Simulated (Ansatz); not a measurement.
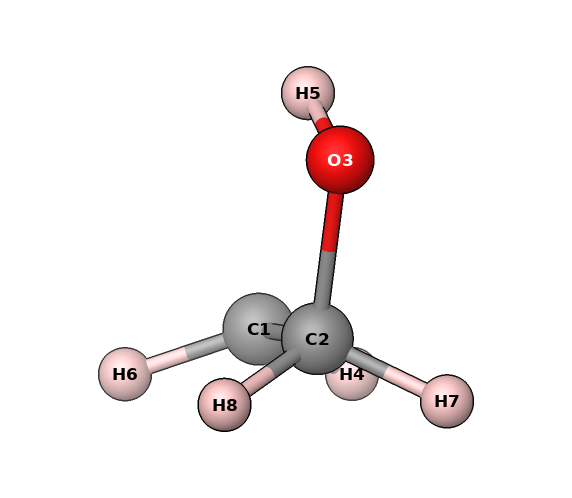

C1 lies behind C2. The molecule seen a little off the C2–C1 bond, C2 in front. Distant atoms are faded towards the background colour. The species has charge −1 and is a spin singlet. The geometry was computed by an optimisation with PBE-D4/def2-SVPD. No frequency run is at hand to confirm it as a minimum.

Question: What is the torsion angle O3–C2–C1–H4? The sign is positive where the front bond must turn clockwise to cover the back bond.

Answer: 113°, anticlinal.
